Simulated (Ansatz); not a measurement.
# HNO3 (peroxynitrous acid): B3LYP/6-31G(d) (Cartesian functions)

Aim: the energy change on altering one bond length of HNO3 (peroxynitrous acid) at B3LYP/6-31G* (Cartesian functions), from 2 runs. 

Program for the calculation: Ansatz 0.2.0.

51 further runs of the same task are left out: 51 set aside as unsound or not needed.

## Step 1: The molecule

HNO3: 5 atoms, total charge 0, spin state singlet. As SMILES, `O=NOO`. The shape is that of a PBE0-D4/def2-TZVP optimisation. This is one conformer, not always the lowest.

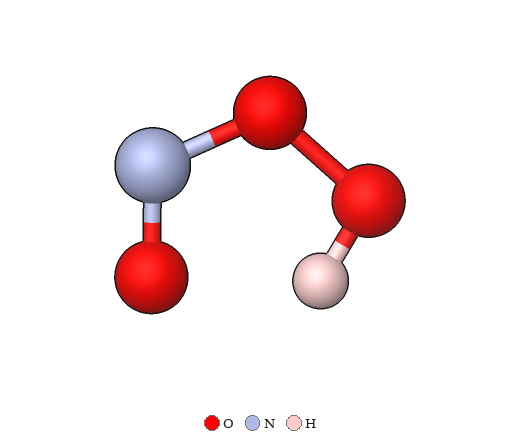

The structure, seen from a chosen angle (oxygen red, nitrogen light blue, hydrogen pink).

## Step 2: A single-point energy at B3LYP/6-31G(d) (Cartesian functions)

Input file job.yaml:

```yaml
crystal:
  periodic: [false, false, false]
  atoms:
    - {symbol: O, position_ang: [0.136350, -0.835310, 0.979060]}
    - {symbol: N, position_ang: [-0.871770, -0.628300, 0.400790]}
    - {symbol: O, position_ang: [-0.775090, 0.288530, -0.589000]}
    - {symbol: O, position_ang: [0.508600, 0.826880, -0.747550]}
    - {symbol: H, position_ang: [1.001920, 0.348200, -0.043280]}
basis:
  gaussian:
    orbitals: "6-31G*"
magnetization:
  spin_polarized: false
hamiltonian:
  xc: {name: B3LYP}
accuracy: high
total_charge: 0
output:
  orbitals: {seedname: orbitals}
```

Command:

```
ansatz run job.yaml --threads 1 --pin off --max-ram 3480MiB --events-out events.jsonl --progress --plain --runs-dir runs
```

The program printed:

```text
Warning: RAYON_NUM_THREADS=1 ignored (pool sized by the plan → 1); use --threads N
Functional definition: B3LYP
  name "B3LYP"
  parameter a0 = 0.2
  parameter ax = 0.72
  parameter ac = 0.81
  exchange = (1 - a0 - ax)*slater_x + ax*b88_x + a0*exact_x
  correlation = (1 - ac)*vwn_rpa_c + ac*lyp_c
1270 factors; integrals over basis functions are off by at most 2.5e-9 eV
mean field evaluation 1: about -7638.9599 eV, gradient 4.2e1 eV
mean field evaluation 2: about -7630.3896 eV, gradient 8.3e1 eV
mean field evaluation 4: about -7641.6342 eV, gradient 8.3e0 eV
mean field evaluation 8: about -7641.7707 eV, gradient 3.6e-1 eV
mean field evaluation 16: about -7641.7709 eV, gradient 2.4e-5 eV
mean field -7641.77093291 eV, -280.8299020059 hartree, gradient 4.3e-8 eV, S^2 0.000000; 0 other end points of the search recorded, 0 dependent functions left out
reference -7641.77095360 eV, -280.8299027665 hartree; 16, 16 occupied and 46, 46 virtual orbitals, 1270 factors
Total energy: -7641.77095360 eV, -280.8299027665 hartree
```

It took 2.5 s on 1 thread of Arm Neoverse V2, shared host; peak memory 0.15 GiB.

## Step 3: The distorted shape at the same level

Input file run.yaml:

```yaml
crystal:
  periodic: [false, false, false]
  atoms:
    - symbol: O
      position_ang: [-0.505486, -1.104481, 1.058334]
    - symbol: N
      position_ang: [-1.513606, -0.897471, 0.480064]
    - symbol: O
      position_ang: [-1.416926, 0.019359, -0.509726]
    - symbol: O
      position_ang: [0.508600, 0.826880, -0.747550]
    - symbol: H
      position_ang: [1.001920, 0.348200, -0.043280]
basis:
  gaussian:
    orbitals: "6-31G*"
hamiltonian:
  xc: {name: B3LYP}
accuracy: high
output: {orbitals: {seedname: orbitals}}
```

Command:

```
ansatz run run.yaml --threads 1 --pin off --max-ram 3480MiB --events-out events.jsonl --progress --plain --runs-dir runs
```

The program printed (excerpt; [...] marks lines left out):

```text
Warning: RAYON_NUM_THREADS=1 ignored (pool sized by the plan → 1); use --threads N
[... 7 set-up lines as earlier in the session ...]
1230 factors; integrals over basis functions are off by at most 3.4e-9 eV
mean field evaluation 1: about -7629.2942 eV, gradient 7.0e1 eV
mean field evaluation 2: about -7478.2340 eV, gradient 2.1e2 eV
mean field evaluation 4: about -7633.2646 eV, gradient 5.6e1 eV
mean field evaluation 8: about -7640.0430 eV, gradient 2.0e0 eV
mean field evaluation 16: about -7640.0511 eV, gradient 9.1e-4 eV
mean field -7640.05109202 eV, -280.7666990192 hartree, gradient 2.9e-8 eV, S^2 0.000000; 0 other end points of the search recorded, 0 dependent functions left out
reference -7640.05111464 eV, -280.7666998505 hartree; 16, 16 occupied and 46, 46 virtual orbitals, 1230 factors
Total energy: -7640.05111464 eV, -280.7666998505 hartree
```

Wall time 2.6 s (1 thread of Arm Neoverse V2, shared host); peak memory 0.15 GiB.

## Step 4: Results

At B3LYP/6-31G* (Cartesian functions):

| quantity | value |
| --- | --- |
| first shape: total energy | -280.82990 Eh |
| first shape: HOMO energy | -8.46 eV |
| first shape: LUMO energy | -2.60 eV |
| first shape: HOMO–LUMO gap | 5.86 eV |
| distorted shape: total energy | -280.76670 Eh |
| distorted shape: HOMO energy | -8.79 eV |
| distorted shape: LUMO energy | -5.64 eV |
| distorted shape: HOMO–LUMO gap | 3.15 eV |
| energy change with the O3–O4 bond stretched from 1.401 to 2.101 Å | 1.720 eV |

What this shows: One bond (distorted shape) is far stretched, which a spin-restricted single reference describes badly; a broken-symmetry solution may lie lower. With the O3–O4 bond stretched from 1.401 to 2.101 Å the energy rises by 1.72 eV (166 kJ/mol). The first shape isn't relaxed at this level, so the change isn't measured from a minimum. A restricted reference can't describe the breaking bond well at this length.
